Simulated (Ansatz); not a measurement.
B$_{4}$As$_{3}$N

```
N As B
1.0
     3.22747    0.00000    0.00000
     0.00000    6.40128    0.00000
     0.00000    0.00000    9.07448
N As B
2 6 8
Cartesian
  0.0000 0.0000 0.0622
  0.0000 3.2006 4.5994
  1.6137 4.8397 2.2592
  1.6137 1.6390 6.7964
  1.6137 1.5616 2.2592
  1.6137 4.7622 6.7964
  0.0000 3.2006 0.0118
  0.0000 0.0000 4.5490
  1.6137 3.2006 3.5836
  1.6137 0.0000 8.1208
  0.0000 5.0232 1.0063
  0.0000 1.8226 5.5435
  0.0000 1.3781 1.0063
  0.0000 4.5787 5.5435
  1.6137 0.0000 3.4233
  1.6137 3.2006 7.9606
```

Space group Amm2; started from the ordered alloy on zincblende lattice prototype, which need not be the ambient phase.

Method: Ansatz 0.2.0, DFT, r2SCAN, plane waves, PAW.

The density is the valence pseudo-density of a PAW calculation; it isn't the true density close to the nuclei.

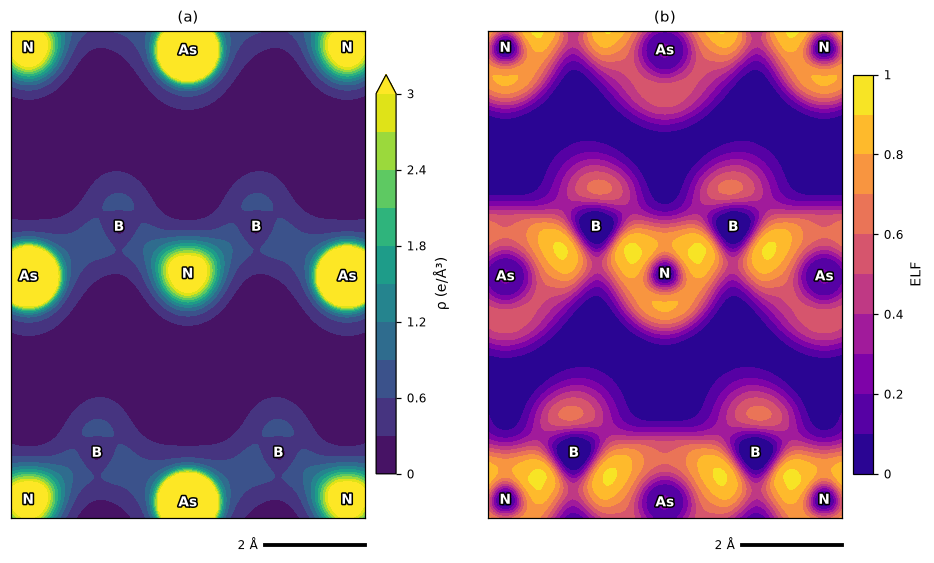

Figure 1. (a) valence electron density; (b) ELF on the (100) plane of the conventional cell.

Question: What do the fields say about this system?

Answer:
- The plane passes through N, As and B nuclei.
- B–N (1.67 Å): the density is about 1.1 e/Å³ at the midpoint; the ELF peaks at about 0.90 between the atoms, as expected for a shared but strongly polarised pair.
- B–As (2.08 Å): the density is about 0.8 e/Å³ at the midpoint; the ELF peaks at about 0.90 between the atoms (a shared electron pair).
- Between the atoms the lowest density in this plane is 0.03 e/Å³.
- The ELF also peaks beside N, away from the bonds: lone-pair regions.

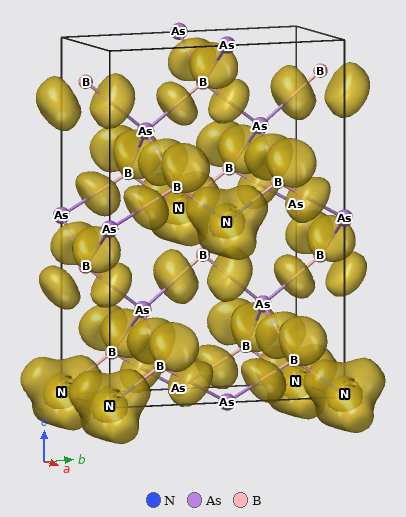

Figure 2. Isosurface of the ELF at 0.7 (yellow), seen slightly off an axis. Only the valence region is drawn (cores and ρ < 0.01 e/Å³ removed). Sticks mark near contacts.

Question: Where are the electrons localised?

Answer: The surface consists of 24 regions between bonded As–B atoms (shared pairs) and two regions on N in which the atom's valence shell and bonds are merged, counted in one cell of 16 atoms. Any copies at cell faces, edges or corners count once.


 B–As (1.95 Å): the ELF peaks at about 0.90 between the atoms, as expected for localised, covalent bonding.
